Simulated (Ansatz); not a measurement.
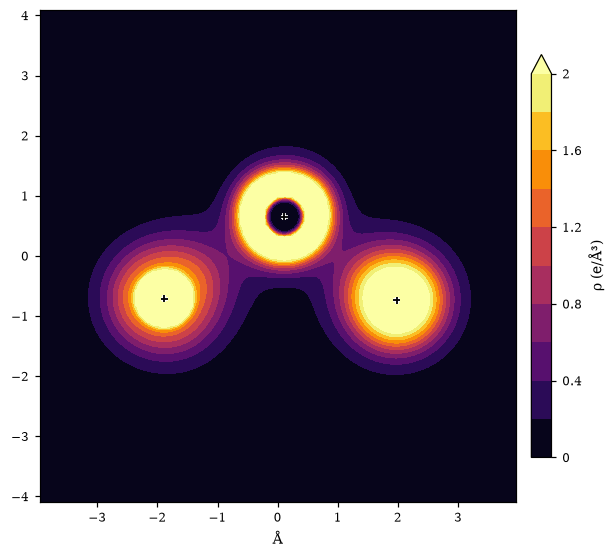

The electron density on a plane through atoms (crosses mark nuclei in the plane).

Method: Ansatz 0.2.0, RKS PBE0-D4/def2-TZVPP.

Candidates:
A. Cl2H2HfS2 (SMILES [SH][Hf]([SH])([Cl])[Cl])
B. F2H4O4W (SMILES [OH][W]([OH])([OH])([OH])([F])[F])
C. CH9BNPSi

**Which system is this?**

Candidate A: Cl2H2HfS2 on the plane of atoms S3, Hf2 and Cl5, which holds Hf, S and Cl. Hf–Cl (2.33 Å): the density is about 0.63 e/Å³ at the midpoint. Hf–S (2.42 Å): ρ at the midpoint is about 0.61 e/Å³.
